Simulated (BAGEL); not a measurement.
**HF/STO-3G (density fitting with qzvpp-jkfit) run of BGeH3ClF (SMILES F[B](Cl)[GeH3])**

Aim: the vertical ionisation energy of BGeH3ClF at HF/STO-3G (density fitting with qzvpp-jkfit), from 2 runs. 

The results are computed with BAGEL 1.2.2.

3 further runs of the same task are left out: 2 that didn't finish, 1 set aside as unsound or not needed.

## (1) The molecule

BGeH3ClF: 7 atoms, total charge 0, spin state singlet. As SMILES, `F[B](Cl)[GeH3]`. The coordinates come from a PBE0-D4/def2-TZVP relaxation.

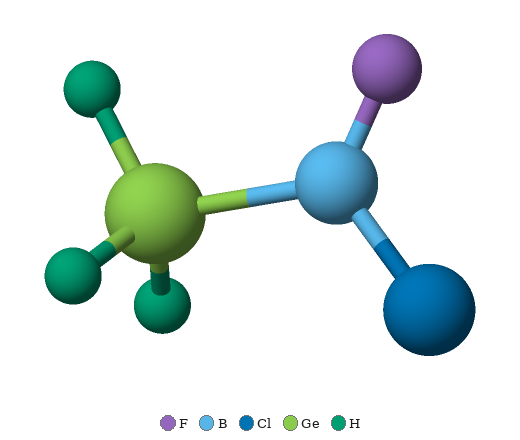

Viewed from a chosen angle; fluorine purple, boron blue, chlorine blue, germanium green, hydrogen teal.

## (2) A single-point energy at HF/STO-3G (density fitting with qzvpp-jkfit)

File input.json:

```json
{ "bagel": [

{
  "title": "molecule",
  "basis": "sto-3g",
  "df_basis": "qzvpp-jkfit",
  "angstrom": true,
  "geometry": [
    { "atom": "F", "xyz": [       1.459300,      -1.647100,       0.372000 ] },
    { "atom": "B", "xyz": [       0.276900,      -1.076100,       0.436100 ] },
    { "atom": "Cl", "xyz": [      -0.998600,      -1.967600,       1.242900 ] },
    { "atom": "Ge", "xyz": [      -0.084700,       0.798500,      -0.374700 ] },
    { "atom": "H", "xyz": [       1.173300,       1.386400,      -1.030300 ] },
    { "atom": "H", "xyz": [      -0.565600,       1.746300,       0.734800 ] },
    { "atom": "H", "xyz": [      -1.199400,       0.691500,      -1.426500 ] }
  ]
},

{
  "title": "hf"
},

{
  "title": "print",
  "file": "orbitals.molden",
  "orbitals": true
}

]}
```

Launch:

```console
$ BAGEL_NUM_THREADS=1 BAGEL input.json > input.out
```

The log of the run:

```text
* using 1 threads per process

  ===============================================================
  ===============================================================

  *** Geometry ***

  { "atom" : "F", "xyz" : [      2.757677,     -3.112568,      0.702978 ] },
  { "atom" : "B", "xyz" : [      0.523265,     -2.033534,      0.824110 ] },
  { "atom" : "Cl", "xyz" : [     -1.887081,     -3.718225,      2.348741 ] },
  { "atom" : "Ge", "xyz" : [     -0.160060,      1.508946,     -0.708080 ] },
  { "atom" : "H", "xyz" : [      2.217216,      2.619916,     -1.946985 ] },
  { "atom" : "H", "xyz" : [     -1.068829,      3.300029,      1.388571 ] },
  { "atom" : "H", "xyz" : [     -2.266538,      1.306746,     -2.695694 ] },

  Number of auxiliary basis functions:      600

  Since a DF basis is specified, we compute 2- and 3-index integrals:
    o Being stored without compression. Storage requirement is 0.008 GB

  Number of basis functions:       40
  Number of electrons      :       66

    * METHOD: MOLECULE                             0.26

  *** RHF ***

  === Nuclear Repulsion ===
   299.7447370448

      * DIIS with orbital gradients will be used.

  === RHF iteration (sto-3g) ===
      0      -2630.51099641          0.01264455           0.05
      1      -2630.59627807          0.00423182           0.05
      2      -2630.60466713          0.00073427           0.05
      3      -2630.60521518          0.00009440           0.05
      4      -2630.60522699          0.00002384           0.05
      5      -2630.60522768          0.00000423           0.05
      6      -2630.60522770          0.00000123           0.05
      7      -2630.60522770          0.00000021           0.05
      8      -2630.60522770          0.00000006           0.05
      9      -2630.60522770          0.00000002           0.05
     10      -2630.60522770          0.00000000           0.05
    * SCF iteration converged.

    * Permanent dipole moment:
           (   -0.442663,    -0.456077,     0.352463) a.u.

    * METHOD: HF                                   0.71

    * METHOD: PRINT                                0.00

  ===============================================================
```

It took 1.1 s on 1 thread of Arm Neoverse V2, shared host.

## (3) The doublet cation, same level

File input.json:

```json
{ "bagel": [

{
  "title": "molecule",
  "basis": "sto-3g",
  "df_basis": "qzvpp-jkfit",
  "angstrom": true,
  "geometry": [
    { "atom": "F", "xyz": [    1.459300,   -1.647100,    0.372000 ] },
    { "atom": "B", "xyz": [    0.276900,   -1.076100,    0.436100 ] },
    { "atom": "Cl", "xyz": [   -0.998600,   -1.967600,    1.242900 ] },
    { "atom": "Ge", "xyz": [   -0.084700,    0.798500,   -0.374700 ] },
    { "atom": "H", "xyz": [    1.173300,    1.386400,   -1.030300 ] },
    { "atom": "H", "xyz": [   -0.565600,    1.746300,    0.734800 ] },
    { "atom": "H", "xyz": [   -1.199400,    0.691500,   -1.426500 ] }
  ]
},
{ "title": "uhf", "charge": 1, "nopen": 1 },
{ "title": "print", "file": "orbitals.molden", "orbitals": true }

]}
```

Launch:

```console
$ BAGEL_NUM_THREADS=1 BAGEL input.json > input.out
```

The log of the run:

```text
* using 1 threads per process

  ===============================================================
  ===============================================================

  *** Geometry ***

  { "atom" : "F", "xyz" : [      2.757677,     -3.112568,      0.702978 ] },
  { "atom" : "B", "xyz" : [      0.523265,     -2.033534,      0.824110 ] },
  { "atom" : "Cl", "xyz" : [     -1.887081,     -3.718225,      2.348741 ] },
  { "atom" : "Ge", "xyz" : [     -0.160060,      1.508946,     -0.708080 ] },
  { "atom" : "H", "xyz" : [      2.217216,      2.619916,     -1.946985 ] },
  { "atom" : "H", "xyz" : [     -1.068829,      3.300029,      1.388571 ] },
  { "atom" : "H", "xyz" : [     -2.266538,      1.306746,     -2.695694 ] },

  Number of auxiliary basis functions:      600

  Since a DF basis is specified, we compute 2- and 3-index integrals:
    o Being stored without compression. Storage requirement is 0.008 GB

  Number of basis functions:       40
  Number of electrons      :       66

    * METHOD: MOLECULE                             0.25

  *** Open-shell HF ***

  === Nuclear Repulsion ===
   299.7447370448

      * DIIS with orbital gradients will be used.

  === UHF iteration (sto-3g) ===
      0      -2630.12039564          0.03134331           0.09
      1      -2630.24970582          0.01648465           0.09
      2      -2630.27272761          0.00714588           0.09
      3      -2630.27840423          0.00067273           0.09
      4      -2630.27871434          0.00030829           0.09
      5      -2630.27878807          0.00022045           0.09
      6      -2630.27887521          0.00012175           0.09
      7      -2630.27890262          0.00007070           0.09
      8      -2630.27891318          0.00003522           0.09
      9      -2630.27891560          0.00001636           0.09
     10      -2630.27891610          0.00000681           0.09
     11      -2630.27891618          0.00000216           0.09
     12      -2630.27891619          0.00000114           0.09
     13      -2630.27891619          0.00000036           0.09
     14      -2630.27891619          0.00000018           0.09
     15      -2630.27891619          0.00000011           0.09
     16      -2630.27891619          0.00000007           0.09
     17      -2630.27891619          0.00000003           0.09
     18      -2630.27891619          0.00000002           0.09
     19      -2630.27891619          0.00000001           0.09
     20      -2630.27891619          0.00000001           0.09
    * SCF iteration converged.

    * S^2 (UHF) is 0.7602

    * Permanent dipole moment:
           (   -0.379826,    -0.322335,     0.268642) a.u.

    * METHOD: UHF                                  2.02

    * METHOD: PRINT                                0.00

  ===============================================================
```

Wall time 2.4 s (1 thread of Arm Neoverse V2, shared host).

## (4) Outcome

At HF/STO-3G (density fitting with qzvpp-jkfit):

```
                                          quantity           value
                    singlet BGeH3ClF: total energy  -2630.60523 Eh
                   singlet BGeH3ClF: dipole moment          1.85 D
                     singlet BGeH3ClF: HOMO energy        -9.34 eV
                     singlet BGeH3ClF: LUMO energy         6.34 eV
                   singlet BGeH3ClF: HOMO–LUMO gap        15.67 eV
                      doublet cation: total energy  -2630.27892 Eh
                              doublet cation: ⟨S²⟩           0.760
vertical ionisation energy (to the doublet cation)        8.879 eV
```

**Reading.** The vertical ionisation energy comes to 8.88 eV (857 kJ/mol). −ε(HOMO) before ionisation, 9.34 eV, is 0.46 eV above this ionisation energy. In a minimal basis such a difference can be off by several eV, whatever the method.
